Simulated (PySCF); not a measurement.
# H₈OS₃Si₃: what the fields show

```xyz
15

S     3.7170   -1.5185   -0.5936
Si    2.9085    0.3576    0.0512
O     1.4289    0.4110   -0.5889
Si   -0.0821   -0.1222   -0.7527
S    -1.1280    0.6690    0.9462
Si   -3.0977   -0.1366    0.6864
S    -3.9204    0.4016   -1.2205
H     4.9064   -1.3750   -0.0288
H     2.8386    0.3694    1.5026
H     3.6092    1.4601   -0.5818
H    -0.5454    0.5056   -1.9757
H    -0.1313   -1.5734   -0.6974
H    -3.8636    0.4687    1.7581
H    -3.0860   -1.5857    0.6548
H    -3.5583    1.6763   -1.1930
```

Geometry: GFN2-xTB.

All numbers below come from PySCF, PBE0/pcSseg-1, SCF density, gas phase, non-relativistic.

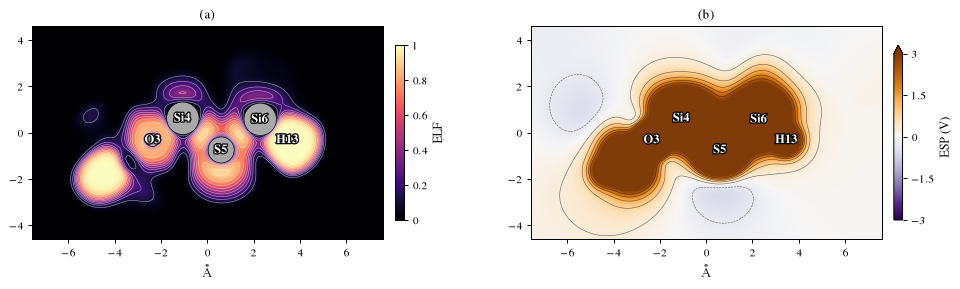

Figure 1. (a) ELF; (b) electrostatic potential on the plane of atoms O3, Si4 and S5. Grey discs cover the atomic cores in the ELF map.

Describe what can be read from this map.

- Atoms in the plane: O, Si, S and H.
- Si–O (1.61 Å): the ELF peaks at about 0.85 between the atoms (a short, strongly polar bond).
- Si–S (2.15 Å): the ELF peaks at about 0.95 between the atoms: localised, covalent bonding.
- Si–H (1.45 Å): the ELF climbs to about 1 towards the hydrogen, as it does in any bond to H.
- The ELF also peaks beside S5, away from the bonds: lone-pair regions.
- Outside the dense part of the molecule the potential is most negative (−0.6 V) near S5.

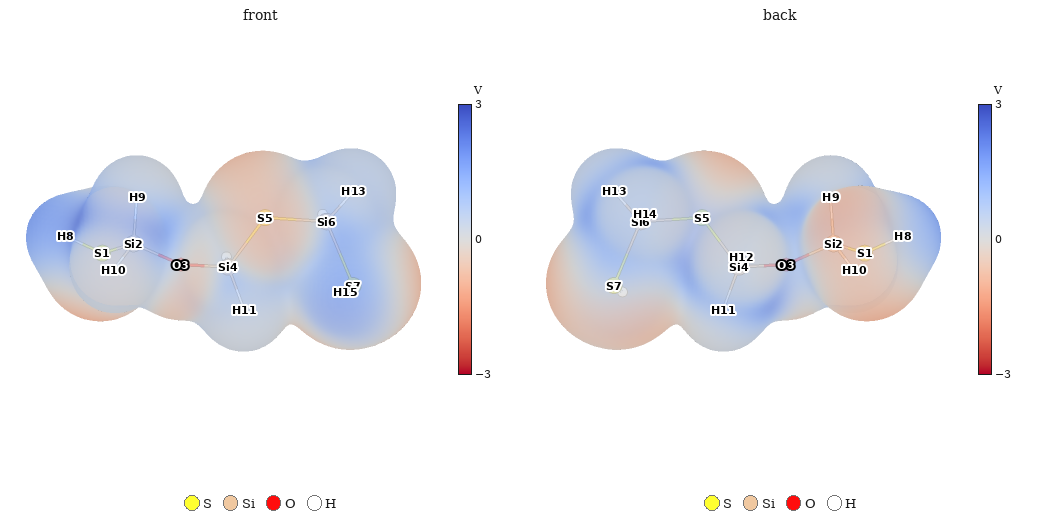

Figure 2. The electrostatic potential painted on the density surface at 0.002 e/bohr³, seen from the front and from behind; the colour scale runs from red (negative) to blue (positive).

Where is the surface potential most negative and most positive?

The most negative region (about −0.9 V, or −21 kcal/mol for a unit charge) lies over S1, the most positive (about +2.0 V, or +46 kcal/mol for a unit charge) over Si2.
